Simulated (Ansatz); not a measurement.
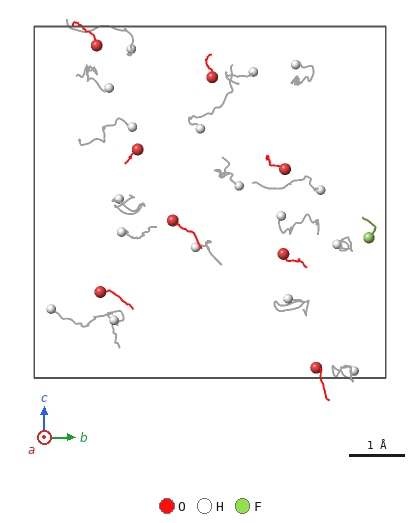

First-principles dynamics of a periodic cell with 8 H2O + 1 HF at 0.995 g/cm³, 65 fs long. Lines trace each atom's path, in the colour of its element; spheres stand at the starting positions. Seen along the a axis in the simulation cell.

These are results of DFT r2SCAN-D3(BJ), scalar-relativistic, plane waves, PAW (Ansatz), not measurements. Set-up: plane-wave cutoff 500 eV; k-point mesh 1 × 1 × 1; Fermi-Dirac smearing 0.05 eV; Langevin thermostat (NVT); set temperature 1000 K; time step 0.5 fs; friction 0.02 per fs.

Input file:
```yaml
crystal:
  lattice:
    - [6.495065, 0.0, 0.0]
    - [0.0, 6.495065, 0.0]
    - [0.0, 0.0, 6.495065]
  atoms:
    - { symbol: O, position: [0.9643363, 0.71353504, 0.59402499] }
    - { symbol: H, position: [0.87193897, 0.81477769, 0.5342996] }
    - { symbol: H, position: [0.90878049, 0.58285135, 0.54640419] }
    - { symbol: O, position: [0.66223522, 0.39412312, 0.44796891] }
    - { symbol: H, position: [0.5518063, 0.45925333, 0.37150506] }
    - { symbol: H, position: [0.65471109, 0.24877986, 0.41511859] }
    - { symbol: O, position: [0.07700421, 0.80203964, 1.02904214] }
    - { symbol: H, position: [-0.02721597, 0.90971795, 1.01984274] }
    - { symbol: H, position: [0.08008311, 0.74389557, 0.89157488] }
    - { symbol: O, position: [0.87238258, 0.17770549, 0.94587047] }
    - { symbol: H, position: [0.95737147, 0.21307029, 0.8249336] }
    - { symbol: H, position: [0.75707172, 0.27627356, 0.93605371] }
    - { symbol: O, position: [0.14816683, 0.29437596, 0.65007229] }
    - { symbol: H, position: [0.16452638, 0.24157947, 0.50904868] }
    - { symbol: H, position: [0.28307633, 0.27926298, 0.7138773] }
    - { symbol: O, position: [0.58852279, 0.5063164, 0.8555525] }
    - { symbol: H, position: [0.67968144, 0.62363113, 0.87053774] }
    - { symbol: H, position: [0.60409812, 0.47285124, 0.70893569] }
    - { symbol: O, position: [0.34382964, 0.70887405, 0.35287727] }
    - { symbol: H, position: [0.26362338, 0.72216945, 0.22522513] }
    - { symbol: H, position: [0.23874893, 0.70304083, 0.46075164] }
    - { symbol: O, position: [0.18565989, 0.18810563, 0.24460818] }
    - { symbol: H, position: [0.06281205, 0.22698074, 0.16402649] }
    - { symbol: H, position: [0.21383177, 0.04828596, 0.19603634] }
    - { symbol: F, position: [0.63573671, 0.95211293, 0.39895407] }
    - { symbol: H, position: [0.51552714, 0.86180624, 0.3798407] }
basis:
  ecutwfc: 500.0
kpoints:
  mp_grid: { grid: [1, 1, 1] }
hamiltonian:
  xc: r2scan
  dispersion: d3bj
scf:
  occupations: { method: fermi_dirac, width: 0.05 }
  lower_state_search: "off"
md:
  timestep: 0.5
  n_steps: 130
  ensemble: nvt_langevin
  temperature: 1000.0
  initial_velocities: maxwell_boltzmann
  seed: 269211
  friction: 0.02
```

Command:
```bash
ansatz run input.yaml --threads 1 --pin off --max-ram 3072MiB --backend cpu --events-out ev --progress --plain --runs-dir out
```

### What do the traces tell about the motion?

Root-mean-square distances from the starting positions over the second half, with the common drift of all atoms taken out: H 0.66 Å, O 0.48 Å, F 0.32 Å. The heavy atoms stay within a fraction of a molecule's size of their starting places; so short a run doesn't tell a liquid from a solid. The mean temperature in the second half is 704 K (standard deviation 69 K). The potential energy is still drifting at the end, so the run hasn't reached equilibrium. The potential energy in the second half lies on average 79.2 meV per atom above the first frame.

Limits of the set-up: the periodic images lie only 6.5 Å apart, so the values are limited by the cell's size.

Cost: 13 min on 1 thread of AMD EPYC 9R45 96-Core Processor (Zen 5) (shared host), peak memory 0.96 GiB.
